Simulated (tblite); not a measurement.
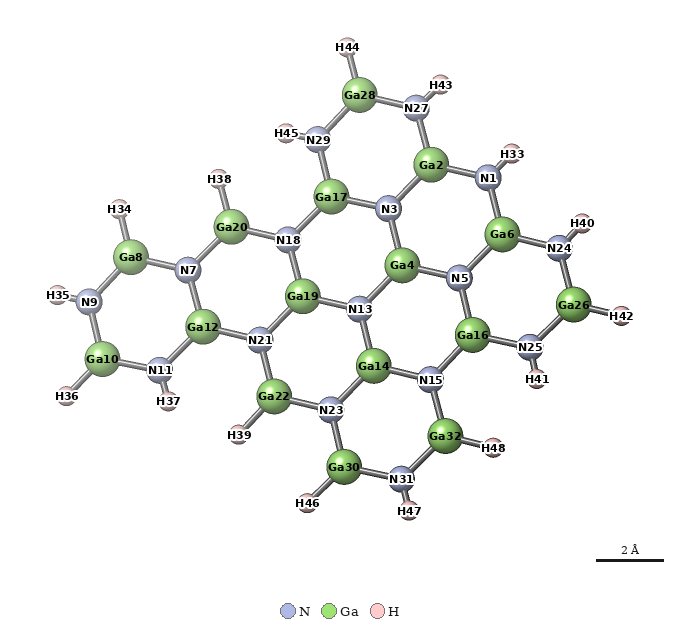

Fig. 1: The structure as given in the input (ball-and-stick view, seen at a tilt; atoms are numbered from 1 in the order of the input). Sticks mark near contacts. Bond lengths as drawn: Ga–H 1.55 to 1.57 Å, Ga–N 1.83 to 1.85 Å and H–N 1.02 Å.

**Frequency calculation of Ga16N16H16**

System: Ga16N16H16.
Method: GFN2-xTB harmonic vibrations, gas phase (tblite 0.8.0).

**Input file**
```
{"job": {"kind": "ir", "xc": "GFN2-xTB", "basis": "xTB"}, "charge": 0, "multiplicity": 1}
N      5.090791     2.124488    -0.004107
Ga     3.499684     3.049844    -0.002093
N      1.908706     2.126512    -0.002078
Ga     1.905483     0.286179    -0.000036
N      3.501585    -0.630537     0.002428
Ga     5.098657     0.283473    -0.000702
N     -4.488003     2.146026    -0.000911
Ga    -6.081989     3.071773     0.000637
N     -7.653375     2.113714    -0.000899
Ga    -7.675113     0.267788    -0.001582
N     -6.060326    -0.606964    -0.002032
Ga    -4.452332     0.302011    -0.000538
N      0.318503    -0.636090     0.002151
Ga     0.321823    -2.475699     0.001692
N      1.901836    -3.420112     0.000250
Ga     3.480578    -2.469141     0.001831
Ga     0.306147     3.023551    -0.000137
N     -1.297170     2.122109     0.000883
Ga    -1.272302     0.284547     0.001241
Ga    -2.880010     3.046239    -0.000285
N     -2.864185    -0.636549     0.000329
Ga    -2.854474    -2.466548     0.001286
N     -1.271980    -3.401825     0.003943
N      6.681195    -0.666137    -0.000942
N      5.090167    -3.377820     0.002548
Ga     6.700078    -2.498763     0.002264
N      3.467969     4.894652    -0.001105
Ga     1.886823     5.821737    -0.000911
N      0.318696     4.868547    -0.000263
Ga    -1.296898    -5.243887     0.000469
N      0.310789    -6.149280    -0.000419
Ga     1.930598    -5.259628     0.000998
H      5.969296     2.633083    -0.002252
H     -6.072584     4.624397     0.003230
H     -8.538857     2.616067    -0.001051
H     -9.013471    -0.513874    -0.002323
H     -6.031216    -1.624262    -0.002388
H     -2.906692     4.609587    -0.001441
H     -4.189692    -3.284894     0.000124
H      7.546290    -0.132800     0.000334
H      5.059037    -4.395278     0.003372
H      8.032158    -3.286372     0.003922
H      4.361382     5.379239    -0.003391
H      1.874086     7.369703    -0.000970
H     -0.575265     5.354672     0.001238
H     -2.657879    -5.992380    -0.001856
H      0.307769    -7.166407    -0.000641
H      3.263827    -6.060742     0.002034
```

The first line tells a small driver script what to run in tblite; the rest is the geometry in Å.

Run as:
```bash
OMP_NUM_THREADS=4 python <driver script> task.json out
```

**What the program printed**
```
mode    cm-1     km/mol
  1    -123.5      7.79
  2     -53.1      0.01
  3     -37.1      0.00
  4     -29.4      0.03
  5     -24.6      0.05
  6     -13.6      0.04
  7       2.6      0.06
  8       5.3      0.07
  9       8.1      0.00
 10       8.7      0.48
 11      11.3      0.01
 12      17.0      0.35
 13      23.1      0.19
 14      30.7      0.09
 15      34.7      0.86
 16      36.6      0.38
 17      36.7      0.10
 18      40.4      0.02
 19      53.8      0.02
 20      58.2      1.64
 21      60.2      0.10
 22      65.4      1.56
 23      71.0      2.20
 24      71.5      2.99
 25      78.3      1.87
 26      78.8      1.55
 27      84.8      4.62
 28      86.3     23.24
 29      93.6      0.69
 30      96.6      0.12
 31     105.4      0.03
 32     106.8      1.94
 33     108.6      1.22
 34     114.3     12.48
 35     115.3      0.46
 36     117.8      0.09
 37     121.3      1.32
 38     126.4     17.52
 39     128.3      3.73
 40     131.4      0.26
 41     135.2      1.93
 42     141.5      2.58
 43     149.6      3.64
 44     150.4      8.42
 45     157.1      1.25
 46     158.5      8.91
 47     167.7      1.53
 48     175.6      1.15
 49     188.9     10.21
 50     192.8     42.31
 51     192.9    248.86
 52     196.3      1.21
 53     205.8      0.36
 54     217.7      2.71
 55     221.6     42.54
 56     225.3      0.68
 57     227.2      0.01
 58     232.9     58.19
 59     239.5     27.28
 60     245.1    231.73
 61     247.6      0.21
 62     251.7      2.34
 63     262.2     25.85
 64     271.4    455.13
 65     276.5      0.11
 66     277.6      0.85
 67     279.8      1.63
 68     286.0     91.65
 69     286.7      0.18
 70     291.0    117.20
 71     292.4      0.64
 72     300.9      2.20
 73     302.3      0.89
 74     309.2      5.21
 75     441.9      3.93
 76     442.7      0.26
 77     445.3      0.62
 78     451.4      0.77
 79     461.2      1.52
 80     473.7     34.35
 81     478.3      2.21
 82     488.8     47.85
 83     523.7     58.45
 84     527.4     49.04
 85     552.6     74.28
 86     561.4    502.24
 87     572.4    132.49
 88     573.4    246.35
 89     581.9    279.19
 90     589.7    325.43
 91     627.4     26.49
 92     630.1     36.94
 93     636.3    298.84
 94     637.0     74.49
 95     638.1    368.51
 96     639.8     54.69
 97     641.3     27.62
 98     644.1      6.58
 99     651.0      5.24
100     656.0      6.11
101     657.8     72.61
102     660.0     63.26
103     665.6    444.44
104     666.9     24.13
105     671.9     27.21
106     674.6    193.74
107     676.8    470.75
108     681.8    439.30
109     683.7     85.62
110     685.7    125.74
111     686.4     57.86
112     691.2    700.71
113     694.1    411.64
114     695.8    799.80
115     861.1     99.71
116     872.5     25.68
117     875.6     46.05
118     877.1     39.66
119     889.4     47.75
120     899.1     63.10
121     900.3     62.94
122     911.2     10.39
123    1560.7    282.63
124    1573.8    253.82
125    1623.1    528.49
126    1642.9    481.84
127    1647.6    582.48
128    1670.1    624.90
129    1678.1    749.97
130    1681.2    486.25
131    3287.5      0.18
132    3289.9      0.83
133    3292.0      0.45
134    3292.9      1.07
135    3303.4      1.90
136    3311.6      0.74
137    3312.7      1.32
138    3326.3      2.27
```

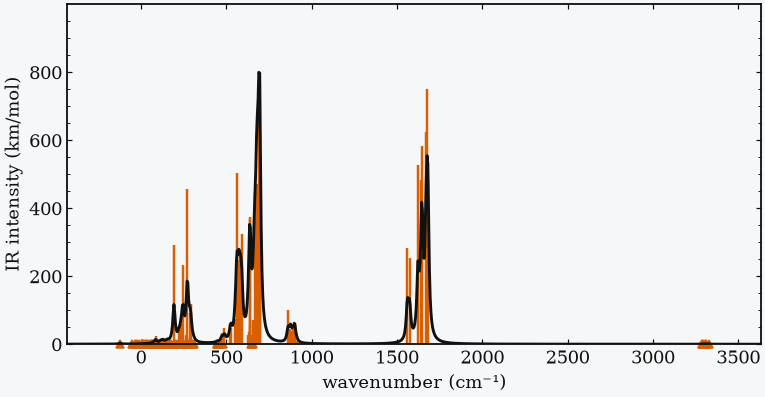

Fig. 2: Harmonic infrared spectrum, unscaled: sticks (degenerate modes added up, dark ones marked on the axis) with a Lorentzian envelope of 16 cm⁻¹ full width, scaled to the tallest stick; imaginary modes are drawn at negative wavenumbers. 138 modes from 124i to 3326 cm⁻¹, 6 imaginary beyond 8i (124i, 53i, 37i, 29i cm⁻¹): not a minimum. The strongest line is at 696 cm⁻¹ (800 km/mol).

**Results in brief**

| quantity | value |
| --- | --- |
| outcome | converged |
| total energy | −2022.6076 eV |
| zero-point energy | 115.4030 kcal/mol |
| hardware | 4 CPU threads, shared host |
| wall time | 40 s (CPU time 60 s) |
| peak memory | 0.16 GiB |
